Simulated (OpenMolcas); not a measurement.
**How methods differ on C2H2Cl2Si (SMILES C#C[SiH](Cl)Cl)**

C2H2Cl2Si has 7 atoms, charge 0, and is taken as a singlet. As SMILES, `C#C[SiH](Cl)Cl`. The shape is that of a PBE0-D4/def2-TZVP optimisation.

```xyz
7

C     0.2221   -0.6693    1.8816
C     0.1277   -0.2852    0.7432
Si    0.0127    0.2827   -0.9689
Cl   -1.5106   -0.6984   -1.8992
Cl   -0.3537    2.2862   -0.9869
H     0.3025   -1.0082    2.8895
H     1.2607    0.0240   -1.7051
```

Quantity: the vertical ionisation energy (to the doublet cation), in eV. The values are calculated.

```tsv
level	kind	program	value (eV)	less CCSD(T)/def2-SVP	CPU time (all runs)
HF/def2-SVP	Hartree–Fock	OpenMolcas	10.10	-1.01	35 s
SVWN5/def2-SVP	LDA	OpenMolcas	10.49	-0.62	2 min
revPBE/def2-SVP	GGA	OpenMolcas	10.29	-0.82	2.1 min
M06-L/def2-SVP	meta-GGA	OpenMolcas	10.68	-0.43	3.3 min
r2SCAN/def2-SVP	meta-GGA	OpenMolcas	10.61	-0.50	1.9 min
BHLYP/def2-SVP	global hybrid	OpenMolcas	10.97	-0.14	2 min
PBE0/def2-SVP	global hybrid	OpenMolcas	10.84	-0.27	65 s
CCSD(T)/def2-SVP, open shells restricted	coupled cluster or CI	OpenMolcas	11.11	0.00	2.7 min
```

CCSD(T)/def2-SVP, open shells restricted is the highest level here, not the true value. The values span 10.10 to 11.11 eV. Times are those of the runs behind each value, whatever else they computed, on shared processors of several kinds: orders of magnitude only.

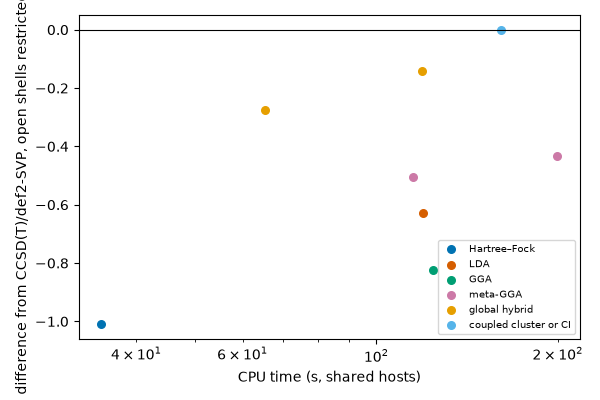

Difference from CCSD(T)/def2-SVP, open shells restricted against processor time, one point a level.
